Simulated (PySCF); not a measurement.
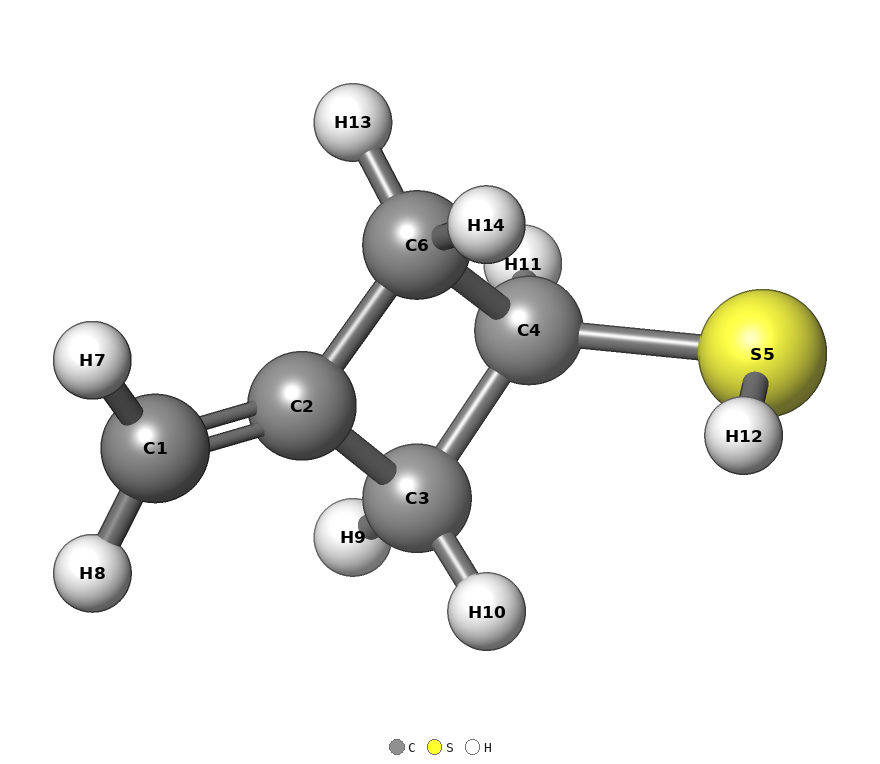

The geometry was computed by an optimisation with GFN2-xTB. No frequency run is at hand to confirm it as a minimum. Method: delta-SCF UKS SCAN, pcX-2 on the ionised atom, pcseg-1 elsewhere, spin-free X2C (PySCF 2.14.0).

Give the core-electron binding energies (to vacuum; p and d levels without spin–orbit splitting) of C1 1s, C2 1s, C3 1s, C4 1s, S5 1s, S5 2p.

```
atom  level  binding energy (eV)
  C1     1s                289.9
  C2     1s                290.5
  C3     1s                290.6
  C4     1s                291.3
  S5     1s               2477.1
  S5     2p                169.7
```
